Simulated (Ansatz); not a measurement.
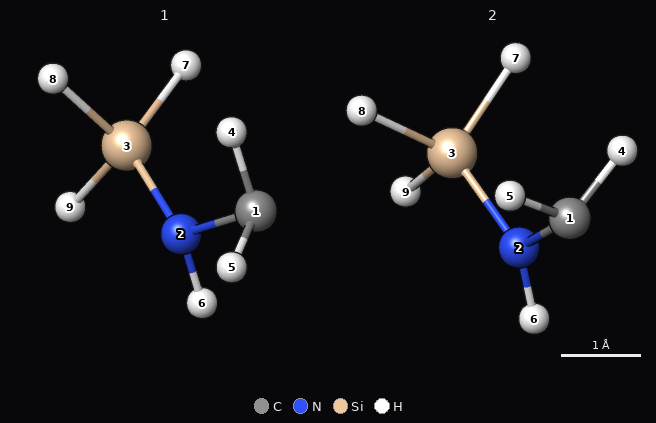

Two geometries of CH₆NSi (charge −1), drawn at one scale. One is the start of a relaxation, the other its converged end. Style: ball-and-stick. Shown from a free direction.

Computed with Ansatz, RKS PBE0-D4/def2-TZVPD. (force threshold 0.005 eV/Å; at most 200 steps)

### Which of the two is the end point?

Structure 2 is the relaxed one. Over 16 accepted moves (17 points after the start) the energy falls by 30.7 kJ/mol. Largest force component: 0.67 eV/Å at the start, 0.003 eV/Å at the end. The line search rejected the trial step at point 16 of the run. The forces were under the threshold at step 11, but the run went on from there. The atom that moves furthest after the best rigid fit is H5 (1.11 Å). Largest moves by element: H 1.11 Å, N 0.24 Å, C 0.21 Å, Si 0.16 Å. Some distances before and after: Si3–H9 1.490 → 1.526 Å, C1–H5 1.132 → 1.103 Å, C1–N2 1.495 → 1.473 Å, C1–H4 1.123 → 1.104 Å. Bond angles that change, for instance: N2–Si3–H7 125.2° → 114.9°, C1–N2–H6 108.3° → 118.2°, C1–N2–Si3 126.0° → 116.7°.
